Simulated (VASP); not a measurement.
Band structure of ZnCl2 (space group P4_2/nmc). Method: LDA (Ceperley-Alder, Perdew-Zunger), VASP's LDA PAW potentials (set 64) (plane waves; VASP).

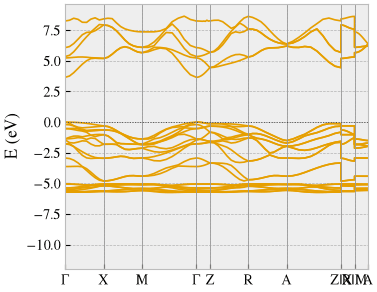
*Bands along high-symmetry lines, zero at the valence-band maximum or, without a gap, the Fermi level*

### Question
Read the plot: is there a gap, and where are the band edges?

### Answer
The gap is direct, 3.66 eV, from the valence maximum at Γ to the conduction minimum at Γ. (Edges off the drawn lines would not show.)

The structure comes from a computed database's ZnCl2 entry (P4_2/nmc); how it stands against other phases isn't given here. It was relaxed first, which changed the volume by -12 %.
